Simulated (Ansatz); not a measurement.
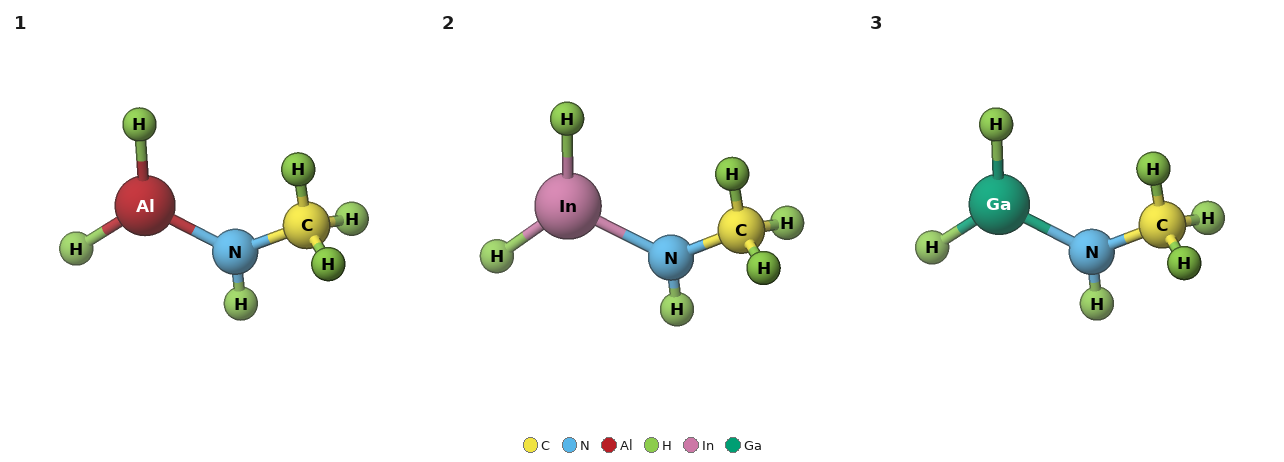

3 molecules with one skeleton, seen from the same side and at one scale. Charge 0, singlet. Computed geometries: PBE0-D4/def2-TZVP optimisations, one conformation each. Properties computed with Ansatz 0.2.0. Elements past Kr carry core potentials.

One atom differs, called X below: Al in panel 1, In in panel 2, Ga in panel 3. Their formulas are CH6AlN (`C[NH][AlH2]`), CH6InN (`C[NH][InH2]`), CH6GaN (`C[NH][GaH2]`).

### Rank them by the HOMO–LUMO gap, lowest first (CAM-B3LYP-D4/def2-TZVPP).

2 (In), 3 (Ga), 1 (Al).

### Rank them by the HOMO energy (Kohn–Sham orbital), lowest first (CAM-B3LYP-D4/def2-TZVPP).

1 (Al), 3 (Ga), 2 (In).

Give the values. With PBE0-D4/def2-TZVP: mean length of X–H (Å), length of X–N (Å), angle H–X–H (°). With CAM-B3LYP-D4/def2-TZVPP: HOMO energy (Kohn–Sham orbital) (eV), HOMO–LUMO gap (eV). With ωB97M-V/def2-TZVPP: dipole moment (D).

```
                            quantity  1 (Al)  2 (In)  3 (Ga)
              mean length of X–H (Å)   1.584   1.712   1.562
                   length of X–N (Å)   1.768   2.011   1.815
                     angle H–X–H (°)   125.0   131.2   127.3
HOMO energy (Kohn–Sham orbital) (eV)   −8.27   −7.69   −8.12
                  HOMO–LUMO gap (eV)    8.51    7.34    8.25
                   dipole moment (D)    1.20    0.36    0.90
```
